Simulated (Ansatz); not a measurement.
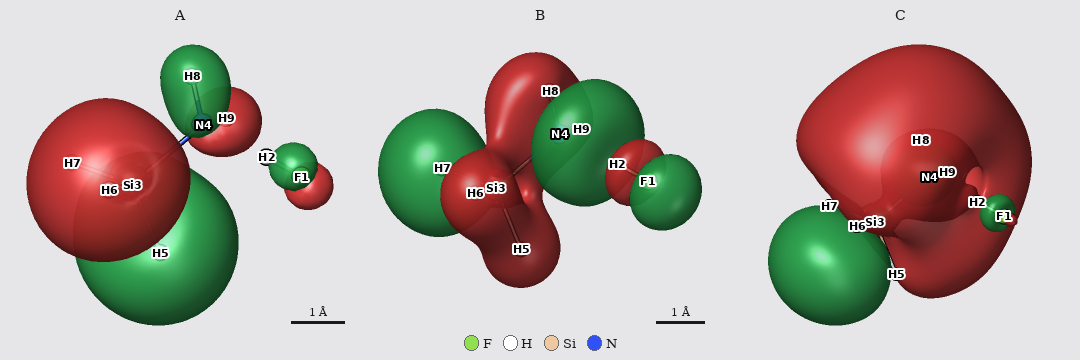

The picture shows: HF···H5NSi. Three frontier orbitals at ±0.05 Å⁻³ᐟ² (green and red are the two phases), in no order.

Geometry: PBE0-D4/def2-TZVP.

These are results of RKS PBE0-D4/def2-TZVPPD in Ansatz 0.2.0, not measurements.

```yaml
atoms:
  - { symbol: F, position_ang: [-0.7345, 0.5738, -2.4337] }
  - { symbol: H, position_ang: [-0.6826, 0.5741, -1.4799] }
  - { symbol: Si, position_ang: [0.6922, -0.6286, 0.6077] }
  - { symbol: N, position_ang: [-0.5538, 0.5390, 0.2056] }
  - { symbol: H, position_ang: [0.2558, -1.9330, 0.0588] }
  - { symbol: H, position_ang: [1.9441, -0.1624, -0.0315] }
  - { symbol: H, position_ang: [0.9169, -0.7682, 2.0727] }
  - { symbol: H, position_ang: [-0.3533, 1.4957, 0.4695] }
  - { symbol: H, position_ang: [-1.4848, 0.3095, 0.5309] }
```

> Order the three orbitals by energy and name them.

A is the HOMO−1 (−10.11 eV). It lies mainly on Si3 (about 40 %), H5 (about 25 %) and H6 (about 25 %). B is the HOMO (−8.69 eV). It lies mainly on N4 (about 50 %), Si3 (about 15 %), H7 (about 15 %) and F1 (about 10 %). C is the LUMO (−0.55 eV). It lies mainly on Si3 (about 35 %), H8 (about 15 %), H9 (about 15 %) and N4 (about 10 %).

> What is the HOMO–LUMO gap?

8.14 eV between the orbital energies.
